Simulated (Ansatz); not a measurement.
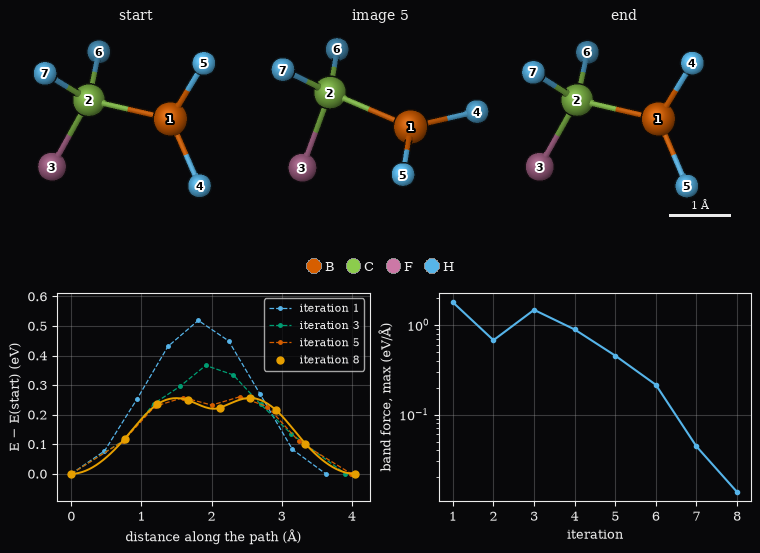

A nudged-elastic-band calculation for CH4BF. Images are numbered from 0 (start) to 8 (end). The plot follows the band through its iterations. Style: ball-and-stick. Shown at a tilt.

All numbers below come from RKS r2SCAN-D4/6-31G* (Ansatz 0.2.0). Set-up: 7 movable images; climbing image; force threshold 0.03 eV/Å; iteration limit 60; starting path by image-dependent pair potential.

**Judge this run.**

The run is converged, with reservations. The band converged in 8 iterations. The largest component of the band force went from 1.8 to 0.014 eV/Å. The climbing image converged on the top of the path. Its curvatures weren't checked. The first iteration put the highest image at 0.519 eV. The barrier is about 0.257 eV in both directions, with image 5 at the top; the ends have the same energy. The profile has 2 maxima (images 3, 5) with a dip at image 4 (+0.223 eV), so the process runs in steps.

Cost: 51 s on 1 thread of Intel(R) Xeon(R) 6975P-C (Granite Rapids), on a shared host, peak memory 0.11 GiB.
